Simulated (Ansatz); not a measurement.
**SiH5 (doublet): wB97M-V, B2PLYP, RPA-PBE over a scan of the distance H1–H2 along a hydrogen transfer, cc-pVTZ**

Aim: run SiH5 (doublet) with these functionals over a scan of the distance H1–H2 along a hydrogen transfer, and hold them against the top wave-function level at the same points.

Program: Ansatz 0.2.0, Gaussian basis. Level of theory: cc-pVTZ, all electrons in the functionals, frozen cores in the correlation of double hybrids and RPA. These are calculated values, not measurements.

To be run: wB97M-V, B2PLYP, RPA-PBE, at 0.745 Å; 0.793 Å; 0.888 Å; 0.983 Å; 1.078 Å.

### Step 1. The geometry

The geometry derives from fragments relaxed apart (PBE0/def2-TZVP) and kept rigid, so it is no stationary point. A hydrogen atom is moved between rigid fragments.

6 atoms, charge 0, spin multiplicity 2.

Atoms are counted from 1 here; the program's logs count them from 0.

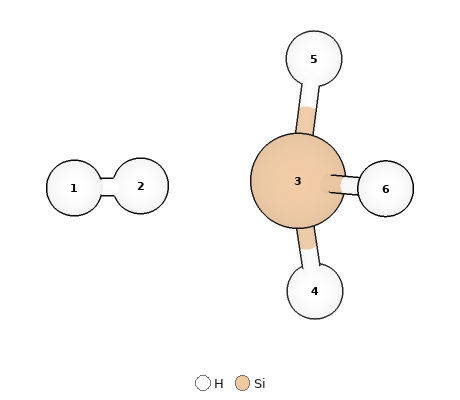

The structure; hydrogen white, silicon light orange; atoms are numbered from 1 in the order of the file.

No dispersion term is added; wB97M-V holds VV10 nonlocal correlation.

The geometry shown and the zero of energy belong to the point 0.745 Å. The yardstick, UCCSDT(Q), and other wave-function levels (R restricted, U unrestricted, valence and pair active spaces) come from earlier runs.

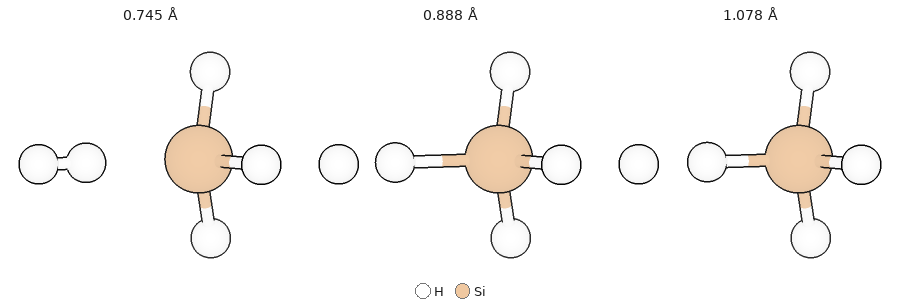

Three points of the scan; sticks are drawn by distance.

### Step 2. wB97M-V, 0.745 Å

in.yaml reads:

```yaml
crystal:
  periodic: [false, false, false]
  atoms:
    - {symbol: H, position_ang: [-2.428508, 0.000000, -0.000001]}
    - {symbol: H, position_ang: [-1.683508, 0.000000, -0.000001]}
    - {symbol: Si, position_ang: [0.089492, 0.000000, 0.000000]}
    - {symbol: H, position_ang: [0.539466, -1.416253, 0.000001]}
    - {symbol: H, position_ang: [0.539466, 0.708126, -1.226511]}
    - {symbol: H, position_ang: [0.539465, 0.708127, 1.226511]}
basis:
  gaussian: {orbitals: cc-pVTZ}
magnetization: {spin_polarized: true, initial_magnetization: 1}
hamiltonian: {xc: {name: wB97M-V}}
output: {orbitals: {seedname: orbitals}}
```

Started as:

```console
$ ansatz run in.yaml --threads 2 --pin off --events-out ev --progress --plain --max-ram 15360MiB --backend cuda --devices 0, --max-vram 18GiB
```

Standard output, cut to the lines that bear on the results:

```text
Functional definition: wB97M-V
  name "wB97M-V"
  cite "Mardirossian & Head-Gordon, J. Chem. Phys. 144, 214110 (2016) doi:10.1063/1.4952647"
  cite "Becke, J. Chem. Phys. 107, 8554 (1997) doi:10.1063/1.475007"
  cite "Vydrov & Van Voorhis, J. Chem. Phys. 133, 244103 (2010) doi:10.1063/1.3521275"
  # Of w^i u^j: cxij and so on, Table III.
[...]
  gx(w, u) = 1 - cx + cx01*u + cx10*w
  gss(w, u) = css00 + css04*u^4 + css10*w + css20*w^2 + css43*w^4*u^3
  gos(w, u) = cos00 + cos10*w + (cos20 + cos21*u)*w^2 + (cos60 + cos61*u)*w^6
[...]
      + integral(e_c_pw_mod_opposite_spin*gos(b97_w_opposite, b97_u_opposite)) + vv10(b, c)
584 factors; their error is unknown
157 factors; integrals over basis functions are off by at most 2.3e-5 eV
[...]
mean field -7954.91954230 eV, -292.3379011413 hartree, gradient 4.7e-5 eV, S^2 0.752672; 0 other end points of the search recorded, 0 dependent functions left out
reference -7954.91958483 eV, -292.3379027042 hartree; 10, 9 occupied and 94, 95 virtual orbitals, 584 factors
Total energy: -7954.91958483 eV, -292.3379027042 hartree
```

It took 2 s on 1 × H100 (card shared with other runs) with 2 threads of AMD EPYC 7R13, shared host; peak host memory 0.85 GiB.

From the report: ⟨S²⟩ of the determinant 0.753 (pure doublet: 0.75).

### Step 3. wB97M-V, 0.793 Å

in.yaml reads:

```yaml
crystal:
  periodic: [false, false, false]
  atoms:
    - {symbol: H, position_ang: [-2.429969, 0.000000, -0.000001]}
    - {symbol: H, position_ang: [-1.636969, 0.000000, -0.000001]}
    - {symbol: Si, position_ang: [0.088031, 0.000000, 0.000000]}
    - {symbol: H, position_ang: [0.538005, -1.416253, 0.000001]}
    - {symbol: H, position_ang: [0.538006, 0.708126, -1.226511]}
    - {symbol: H, position_ang: [0.538004, 0.708127, 1.226511]}
basis:
  gaussian: {orbitals: cc-pVTZ}
magnetization: {spin_polarized: true, initial_magnetization: 1}
hamiltonian: {xc: {name: wB97M-V}}
output: {forces: true, orbitals: {seedname: orbitals}}
```

Launched as before.

Standard output, cut to the lines that bear on the results:

```text
Functional definition: wB97M-V
  name "wB97M-V"
  cite "Mardirossian & Head-Gordon, J. Chem. Phys. 144, 214110 (2016) doi:10.1063/1.4952647"
  cite "Becke, J. Chem. Phys. 107, 8554 (1997) doi:10.1063/1.475007"
  cite "Vydrov & Van Voorhis, J. Chem. Phys. 133, 244103 (2010) doi:10.1063/1.3521275"
  # Of w^i u^j: cxij and so on, Table III.
[...]
  gx(w, u) = 1 - cx + cx01*u + cx10*w
  gss(w, u) = css00 + css04*u^4 + css10*w + css20*w^2 + css43*w^4*u^3
  gos(w, u) = cos00 + cos10*w + (cos20 + cos21*u)*w^2 + (cos60 + cos61*u)*w^6
[...]
      + integral(e_c_pw_mod_opposite_spin*gos(b97_w_opposite, b97_u_opposite)) + vv10(b, c)
584 factors; their error is unknown
157 factors; integrals over basis functions are off by at most 2.0e-5 eV
[...]
mean field -7954.92750516 eV, -292.3381937712 hartree, gradient 3.8e-5 eV, S^2 0.753222; 0 other end points of the search recorded, 0 dependent functions left out
[...]
reference -7954.92754775 eV, -292.3381953362 hartree; 10, 9 occupied and 94, 95 virtual orbitals, 584 factors
Total energy: -7954.92754775 eV, -292.3381953362 hartree
Atom 0 at    -2.429969     0.000000    -0.000001 Å, force    -1.326461     0.000008    -0.000001 eV/Å
Atom 1 at    -1.636969     0.000000    -0.000001 Å, force    -0.257569     0.000021    -0.000000 eV/Å
Atom 2 at     0.088031     0.000000     0.000000 Å, force     1.490084    -0.000027     0.000001 eV/Å
Atom 3 at     0.538005    -1.416253     0.000001 Å, force     0.031341     0.113702    -0.000000 eV/Å
Atom 4 at     0.538006     0.708126    -1.226511 Å, force     0.031302    -0.056851     0.098495 eV/Å
Atom 5 at     0.538004     0.708127     1.226511 Å, force     0.031302    -0.056852    -0.098495 eV/Å
Dipole moment:    -0.032599     0.000003    -0.000000 e Å
```

Run time: 2.5 s. Hardware: 1 × H100 (card shared with other runs) with 2 threads of AMD EPYC 7R13, shared host; peak host memory 0.85 GiB.

From the report: ⟨S²⟩ of the determinant 0.753 (pure doublet: 0.75).

From 0.745 Å: -0.2 kcal/mol.

### Step 4. wB97M-V, 0.888 Å

in.yaml reads:

```yaml
crystal:
  periodic: [false, false, false]
  atoms:
    - {symbol: H, position_ang: [-2.432860, 0.000000, -0.000002]}
    - {symbol: H, position_ang: [-1.544860, 0.000000, -0.000001]}
    - {symbol: Si, position_ang: [0.085140, 0.000000, 0.000000]}
    - {symbol: H, position_ang: [0.535114, -1.416253, 0.000001]}
    - {symbol: H, position_ang: [0.535115, 0.708126, -1.226511]}
    - {symbol: H, position_ang: [0.535113, 0.708127, 1.226511]}
basis:
  gaussian: {orbitals: cc-pVTZ}
magnetization: {spin_polarized: true, initial_magnetization: 1}
hamiltonian: {xc: {name: wB97M-V}}
output: {forces: true, orbitals: {seedname: orbitals}}
```

The command is unchanged.

Standard output, cut to the lines that bear on the results:

```text
Functional definition: wB97M-V
  name "wB97M-V"
  cite "Mardirossian & Head-Gordon, J. Chem. Phys. 144, 214110 (2016) doi:10.1063/1.4952647"
  cite "Becke, J. Chem. Phys. 107, 8554 (1997) doi:10.1063/1.475007"
  cite "Vydrov & Van Voorhis, J. Chem. Phys. 133, 244103 (2010) doi:10.1063/1.3521275"
  # Of w^i u^j: cxij and so on, Table III.
[...]
  gx(w, u) = 1 - cx + cx01*u + cx10*w
  gss(w, u) = css00 + css04*u^4 + css10*w + css20*w^2 + css43*w^4*u^3
  gos(w, u) = cos00 + cos10*w + (cos20 + cos21*u)*w^2 + (cos60 + cos61*u)*w^6
[...]
      + integral(e_c_pw_mod_opposite_spin*gos(b97_w_opposite, b97_u_opposite)) + vv10(b, c)
584 factors; their error is unknown
157 factors; integrals over basis functions are off by at most 1.7e-5 eV
[...]
mean field -7954.86006040 eV, -292.3357152218 hartree, gradient 3.5e-5 eV, S^2 0.754103; 0 other end points of the search recorded, 0 dependent functions left out
[...]
reference -7954.86010298 eV, -292.3357167866 hartree; 10, 9 occupied and 94, 95 virtual orbitals, 584 factors
Total energy: -7954.86010298 eV, -292.3357167866 hartree
Atom 0 at    -2.432860     0.000000    -0.000002 Å, force    -0.515311     0.000004    -0.000000 eV/Å
Atom 1 at    -1.544860     0.000000    -0.000001 Å, force    -0.984423     0.000025    -0.000001 eV/Å
Atom 2 at     0.085140     0.000000     0.000000 Å, force     1.404883    -0.000034     0.000001 eV/Å
Atom 3 at     0.535114    -1.416253     0.000001 Å, force     0.031640     0.128276    -0.000000 eV/Å
Atom 4 at     0.535115     0.708126    -1.226511 Å, force     0.031605    -0.064136     0.111113 eV/Å
Atom 5 at     0.535113     0.708127     1.226511 Å, force     0.031605    -0.064136    -0.111113 eV/Å
Dipole moment:     0.049230     0.000003     0.000000 e Å
```

Run time: 4.4 s. Hardware: 1 × H100 (card shared with other runs) with 2 threads of AMD EPYC 7R13, shared host; peak host memory 0.85 GiB.

From the report: ⟨S²⟩ of the determinant 0.754 (pure doublet: 0.75).

From 0.745 Å: +1.4 kcal/mol.

### Step 5. wB97M-V, 0.983 Å

in.yaml reads:

```yaml
crystal:
  periodic: [false, false, false]
  atoms:
    - {symbol: H, position_ang: [-2.435750, 0.000000, -0.000002]}
    - {symbol: H, position_ang: [-1.452750, 0.000000, -0.000001]}
    - {symbol: Si, position_ang: [0.082250, 0.000000, 0.000000]}
    - {symbol: H, position_ang: [0.532224, -1.416253, 0.000001]}
    - {symbol: H, position_ang: [0.532224, 0.708126, -1.226511]}
    - {symbol: H, position_ang: [0.532223, 0.708127, 1.226511]}
basis:
  gaussian: {orbitals: cc-pVTZ}
magnetization: {spin_polarized: true, initial_magnetization: 1}
hamiltonian: {xc: {name: wB97M-V}}
output: {forces: true, orbitals: {seedname: orbitals}}
```

Same command.

Standard output, cut to the lines that bear on the results:

```text
Functional definition: wB97M-V
  name "wB97M-V"
  cite "Mardirossian & Head-Gordon, J. Chem. Phys. 144, 214110 (2016) doi:10.1063/1.4952647"
  cite "Becke, J. Chem. Phys. 107, 8554 (1997) doi:10.1063/1.475007"
  cite "Vydrov & Van Voorhis, J. Chem. Phys. 133, 244103 (2010) doi:10.1063/1.3521275"
  # Of w^i u^j: cxij and so on, Table III.
[...]
  gx(w, u) = 1 - cx + cx01*u + cx10*w
  gss(w, u) = css00 + css04*u^4 + css10*w + css20*w^2 + css43*w^4*u^3
  gos(w, u) = cos00 + cos10*w + (cos20 + cos21*u)*w^2 + (cos60 + cos61*u)*w^6
[...]
      + integral(e_c_pw_mod_opposite_spin*gos(b97_w_opposite, b97_u_opposite)) + vv10(b, c)
584 factors; their error is unknown
157 factors; integrals over basis functions are off by at most 1.7e-5 eV
[...]
mean field -7954.75575962 eV, -292.3318822389 hartree, gradient 3.1e-5 eV, S^2 0.754042; 0 other end points of the search recorded, 0 dependent functions left out
[...]
reference -7954.75580215 eV, -292.3318838019 hartree; 10, 9 occupied and 94, 95 virtual orbitals, 584 factors
Total energy: -7954.75580215 eV, -292.3318838019 hartree
Atom 0 at    -2.435750     0.000000    -0.000002 Å, force    -0.521478     0.000004    -0.000000 eV/Å
Atom 1 at    -1.452750     0.000000    -0.000001 Å, force    -1.219989     0.000023    -0.000001 eV/Å
Atom 2 at     0.082250     0.000000     0.000000 Å, force     1.627791    -0.000038     0.000001 eV/Å
Atom 3 at     0.532224    -1.416253     0.000001 Å, force     0.037911     0.141559    -0.000000 eV/Å
Atom 4 at     0.532224     0.708126    -1.226511 Å, force     0.037883    -0.070774     0.122611 eV/Å
Atom 5 at     0.532223     0.708127     1.226511 Å, force     0.037883    -0.070774    -0.122611 eV/Å
Dipole moment:     0.115282     0.000003     0.000000 e Å
```

It took 1.7 s on 1 × H100 (card shared with other runs) with 2 threads of AMD EPYC 7R13, shared host; peak host memory 0.85 GiB.

From the report: ⟨S²⟩ of the determinant 0.754 (pure doublet: 0.75).

From 0.745 Å: +3.8 kcal/mol.

### Step 6. wB97M-V, 1.078 Å

in.yaml reads:

```yaml
crystal:
  periodic: [false, false, false]
  atoms:
    - {symbol: H, position_ang: [-2.438641, 0.000000, -0.000002]}
    - {symbol: H, position_ang: [-1.360641, 0.000000, -0.000001]}
    - {symbol: Si, position_ang: [0.079359, 0.000000, 0.000000]}
    - {symbol: H, position_ang: [0.529333, -1.416253, 0.000001]}
    - {symbol: H, position_ang: [0.529334, 0.708126, -1.226511]}
    - {symbol: H, position_ang: [0.529332, 0.708127, 1.226511]}
basis:
  gaussian: {orbitals: cc-pVTZ}
magnetization: {spin_polarized: true, initial_magnetization: 1}
hamiltonian: {xc: {name: wB97M-V}}
output: {forces: true, orbitals: {seedname: orbitals}}
```

Same command.

Standard output, cut to the lines that bear on the results:

```text
Functional definition: wB97M-V
  name "wB97M-V"
  cite "Mardirossian & Head-Gordon, J. Chem. Phys. 144, 214110 (2016) doi:10.1063/1.4952647"
  cite "Becke, J. Chem. Phys. 107, 8554 (1997) doi:10.1063/1.475007"
  cite "Vydrov & Van Voorhis, J. Chem. Phys. 133, 244103 (2010) doi:10.1063/1.3521275"
  # Of w^i u^j: cxij and so on, Table III.
[...]
  gx(w, u) = 1 - cx + cx01*u + cx10*w
  gss(w, u) = css00 + css04*u^4 + css10*w + css20*w^2 + css43*w^4*u^3
  gos(w, u) = cos00 + cos10*w + (cos20 + cos21*u)*w^2 + (cos60 + cos61*u)*w^6
[...]
      + integral(e_c_pw_mod_opposite_spin*gos(b97_w_opposite, b97_u_opposite)) + vv10(b, c)
584 factors; their error is unknown
157 factors; integrals over basis functions are off by at most 2.2e-5 eV
[...]
mean field -7954.61307433 eV, -292.3266386513 hartree, gradient 5.2e-5 eV, S^2 0.753186; 0 other end points of the search recorded, 0 dependent functions left out
[...]
reference -7954.61311685 eV, -292.3266402139 hartree; 10, 9 occupied and 94, 95 virtual orbitals, 584 factors
Total energy: -7954.61311685 eV, -292.3266402139 hartree
Atom 0 at    -2.438641     0.000000    -0.000002 Å, force    -0.762703     0.000005    -0.000001 eV/Å
Atom 1 at    -1.360641     0.000000    -0.000001 Å, force    -1.922605     0.000018    -0.000002 eV/Å
Atom 2 at     0.079359     0.000000     0.000000 Å, force     2.524738    -0.000032     0.000002 eV/Å
Atom 3 at     0.529333    -1.416253     0.000001 Å, force     0.053540     0.149687    -0.000000 eV/Å
Atom 4 at     0.529334     0.708126    -1.226511 Å, force     0.053515    -0.074839     0.129652 eV/Å
Atom 5 at     0.529332     0.708127     1.226511 Å, force     0.053516    -0.074839    -0.129652 eV/Å
Dipole moment:     0.146719     0.000002     0.000000 e Å
```

Wall time 2.2 s (1 × H100 (card shared with other runs) with 2 threads of AMD EPYC 7R13, shared host); peak host memory 0.84 GiB.

From the report: ⟨S²⟩ of the determinant 0.753 (pure doublet: 0.75).

From 0.745 Å: +7.1 kcal/mol.

### Step 7. B2PLYP, 0.745 Å

in.yaml reads:

```yaml
crystal:
  periodic: [false, false, false]
  atoms:
    - {symbol: H, position_ang: [-2.428508, 0.000000, -0.000001]}
    - {symbol: H, position_ang: [-1.683508, 0.000000, -0.000001]}
    - {symbol: Si, position_ang: [0.089492, 0.000000, 0.000000]}
    - {symbol: H, position_ang: [0.539466, -1.416253, 0.000001]}
    - {symbol: H, position_ang: [0.539466, 0.708126, -1.226511]}
    - {symbol: H, position_ang: [0.539465, 0.708127, 1.226511]}
basis:
  gaussian: {orbitals: cc-pVTZ}
magnetization: {spin_polarized: true, initial_magnetization: 1}
hamiltonian: {xc: {name: B2PLYP}}
correlation: {electrons: outside_noble_gas}
```

The command is unchanged.

Standard output, cut to the lines that bear on the results:

```text
Functional definition: B2PLYP
  name "B2PLYP"
  cite "Grimme, J. Chem. Phys. 124, 034108 (2006) doi:10.1063/1.2148954"
  cite "Becke, Phys. Rev. A 38, 3098 (1988) doi:10.1103/PhysRevA.38.3098"
  cite "Lee, Yang & Parr, Phys. Rev. B 37, 785 (1988) doi:10.1103/PhysRevB.37.785"
[...]
570 factors; integrals over basis functions are off by at most 1.5e-3 eV
[...]
mean field -7951.28856093 eV, -292.2044650372 hartree, gradient 6.3e-6 eV, S^2 0.757936; 0 other end points of the search recorded, 0 dependent functions left out
5 core orbitals not correlated: weight in the atoms' cores, before any rotation towards them, 1.000 or more for the frozen orbitals, at most 0.000 for the correlated occupied ones
reference -7951.28870504 eV, -292.2044703330 hartree; 5, 4 occupied and 94, 95 virtual orbitals, 570 factors
second order -5.29036233 eV of doubles, -0.00000000 eV of singles
Total energy: -7952.71710287 eV, -292.2569629850 hartree
```

Wall time 2.4 s (1 × H100 (card shared with other runs) with 2 threads of AMD EPYC 7R13, shared host); peak host memory 0.77 GiB.

From the report: ⟨S²⟩ of the determinant 0.758 (pure doublet: 0.75).

### Step 8. B2PLYP, 0.793 Å

in.yaml reads:

```yaml
crystal:
  periodic: [false, false, false]
  atoms:
    - {symbol: H, position_ang: [-2.429969, 0.000000, -0.000001]}
    - {symbol: H, position_ang: [-1.636969, 0.000000, -0.000001]}
    - {symbol: Si, position_ang: [0.088031, 0.000000, 0.000000]}
    - {symbol: H, position_ang: [0.538005, -1.416253, 0.000001]}
    - {symbol: H, position_ang: [0.538006, 0.708126, -1.226511]}
    - {symbol: H, position_ang: [0.538004, 0.708127, 1.226511]}
basis:
  gaussian: {orbitals: cc-pVTZ}
magnetization: {spin_polarized: true, initial_magnetization: 1}
hamiltonian: {xc: {name: B2PLYP}}
correlation: {electrons: outside_noble_gas}
```

Launched as before.

Standard output, cut to the lines that bear on the results:

```text
Functional definition: B2PLYP
  name "B2PLYP"
  cite "Grimme, J. Chem. Phys. 124, 034108 (2006) doi:10.1063/1.2148954"
  cite "Becke, Phys. Rev. A 38, 3098 (1988) doi:10.1103/PhysRevA.38.3098"
  cite "Lee, Yang & Parr, Phys. Rev. B 37, 785 (1988) doi:10.1103/PhysRevB.37.785"
[...]
572 factors; integrals over basis functions are off by at most 1.3e-3 eV
[...]
mean field -7951.29701428 eV, -292.2047756921 hartree, gradient 6.4e-6 eV, S^2 0.759240; 0 other end points of the search recorded, 0 dependent functions left out
5 core orbitals not correlated: weight in the atoms' cores, before any rotation towards them, 1.000 or more for the frozen orbitals, at most 0.000 for the correlated occupied ones
reference -7951.29715710 eV, -292.2047809407 hartree; 5, 4 occupied and 94, 95 virtual orbitals, 572 factors
second order -5.30151883 eV of doubles, -0.00000000 eV of singles
Total energy: -7952.72856719 eV, -292.2573842910 hartree
```

Run time: 2.6 s. Hardware: 1 × H100 (card shared with other runs) with 2 threads of AMD EPYC 7R13, shared host; peak host memory 0.78 GiB.

From the report: ⟨S²⟩ of the determinant 0.759 (pure doublet: 0.75).

From 0.745 Å: -0.3 kcal/mol.

### Step 9. B2PLYP, 0.888 Å

in.yaml reads:

```yaml
crystal:
  periodic: [false, false, false]
  atoms:
    - {symbol: H, position_ang: [-2.432860, 0.000000, -0.000002]}
    - {symbol: H, position_ang: [-1.544860, 0.000000, -0.000001]}
    - {symbol: Si, position_ang: [0.085140, 0.000000, 0.000000]}
    - {symbol: H, position_ang: [0.535114, -1.416253, 0.000001]}
    - {symbol: H, position_ang: [0.535115, 0.708126, -1.226511]}
    - {symbol: H, position_ang: [0.535113, 0.708127, 1.226511]}
basis:
  gaussian: {orbitals: cc-pVTZ}
magnetization: {spin_polarized: true, initial_magnetization: 1}
hamiltonian: {xc: {name: B2PLYP}}
correlation: {electrons: outside_noble_gas}
```

Same command.

Standard output, cut to the lines that bear on the results:

```text
Functional definition: B2PLYP
  name "B2PLYP"
  cite "Grimme, J. Chem. Phys. 124, 034108 (2006) doi:10.1063/1.2148954"
  cite "Becke, Phys. Rev. A 38, 3098 (1988) doi:10.1103/PhysRevA.38.3098"
  cite "Lee, Yang & Parr, Phys. Rev. B 37, 785 (1988) doi:10.1103/PhysRevB.37.785"
[...]
575 factors; integrals over basis functions are off by at most 1.1e-3 eV
[...]
mean field -7951.24058152 eV, -292.2027018264 hartree, gradient 5.8e-6 eV, S^2 0.760888; 0 other end points of the search recorded, 0 dependent functions left out
5 core orbitals not correlated: weight in the atoms' cores, before any rotation towards them, 1.000 or more for the frozen orbitals, at most 0.000 for the correlated occupied ones
reference -7951.24072507 eV, -292.2027071019 hartree; 5, 4 occupied and 94, 95 virtual orbitals, 575 factors
second order -5.29091605 eV of doubles, -0.00000000 eV of singles
Total energy: -7952.66927241 eV, -292.2552052481 hartree
```

It took 3.1 s on 1 × H100 (card shared with other runs) with 2 threads of AMD EPYC 7R13, shared host; peak host memory 0.78 GiB.

From the report: ⟨S²⟩ of the determinant 0.761 (pure doublet: 0.75).

From 0.745 Å: +1.1 kcal/mol.

### Step 10. B2PLYP, 0.983 Å

in.yaml reads:

```yaml
crystal:
  periodic: [false, false, false]
  atoms:
    - {symbol: H, position_ang: [-2.435750, 0.000000, -0.000002]}
    - {symbol: H, position_ang: [-1.452750, 0.000000, -0.000001]}
    - {symbol: Si, position_ang: [0.082250, 0.000000, 0.000000]}
    - {symbol: H, position_ang: [0.532224, -1.416253, 0.000001]}
    - {symbol: H, position_ang: [0.532224, 0.708126, -1.226511]}
    - {symbol: H, position_ang: [0.532223, 0.708127, 1.226511]}
basis:
  gaussian: {orbitals: cc-pVTZ}
magnetization: {spin_polarized: true, initial_magnetization: 1}
hamiltonian: {xc: {name: B2PLYP}}
correlation: {electrons: outside_noble_gas}
```

The command is unchanged.

Standard output, cut to the lines that bear on the results:

```text
Functional definition: B2PLYP
  name "B2PLYP"
  cite "Grimme, J. Chem. Phys. 124, 034108 (2006) doi:10.1063/1.2148954"
  cite "Becke, Phys. Rev. A 38, 3098 (1988) doi:10.1103/PhysRevA.38.3098"
  cite "Lee, Yang & Parr, Phys. Rev. B 37, 785 (1988) doi:10.1103/PhysRevB.37.785"
[...]
573 factors; integrals over basis functions are off by at most 1.4e-3 eV
[...]
mean field -7951.15910547 eV, -292.1997076368 hartree, gradient 2.9e-6 eV, S^2 0.759953; 0 other end points of the search recorded, 0 dependent functions left out
5 core orbitals not correlated: weight in the atoms' cores, before any rotation towards them, 1.000 or more for the frozen orbitals, at most 0.000 for the correlated occupied ones
reference -7951.15925095 eV, -292.1997129831 hartree; 5, 4 occupied and 94, 95 virtual orbitals, 573 factors
second order -5.23861396 eV of doubles, -0.00000000 eV of singles
Total energy: -7952.57367672 eV, -292.2516921714 hartree
```

Run time: 1.4 s. Hardware: 1 × H100 (card shared with other runs) with 2 threads of AMD EPYC 7R13, shared host; peak host memory 0.77 GiB.

From the report: ⟨S²⟩ of the determinant 0.760 (pure doublet: 0.75).

From 0.745 Å: +3.3 kcal/mol.

[end of part 1 of 2]
